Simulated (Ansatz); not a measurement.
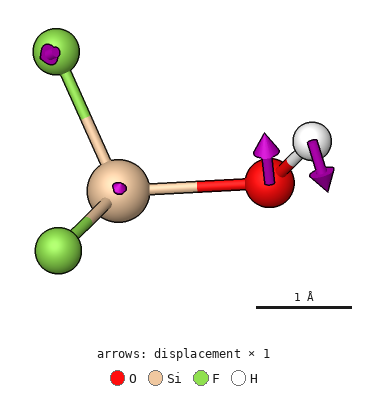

A relaxation of SiHOF₂ (multiplicity 2). The starting structure is drawn; purple arrows show the displacements, at their true length. The two geometries are superimposed by the best rigid fit.

Style: ball-and-stick. Shown at a tilt.

The start comes from GFN2-xTB.

Level of theory: Ansatz 0.2.0, UKS PBE0-D4/def2-TZVP. Set-up: force threshold 0.005 eV/Å; at most 150 steps.

> What happened in the run?

The largest move after the best rigid fit is that of the O atom, 0.62 Å. Largest moves by element: O 0.62 Å, H 0.61 Å, F 0.29 Å, Si 0.13 Å. Near-neighbour distances that change, for instance: O–Si 1.597 → 1.627 Å, F–Si 1.606 → 1.584 Å. Bond angles that change, for instance: F–Si–F 100.2° → 107.4°, O–Si–F 110.9° → 105.6°, Si–O–H 122.7° → 118.5°. Groups turn about O–Si by about 120°. After 31 accepted moves (37 points after the start) the energy has fallen by 1.96 kcal/mol. Largest force component: 1.2 eV/Å at the start, 0.0035 eV/Å at the end. The line search rejected the trial steps at points 14, 17, 20, 24, 28, 36 of the run. The forces were under the threshold at step 7, but the run went on from there. The run took about 6 core-minutes on a shared host.
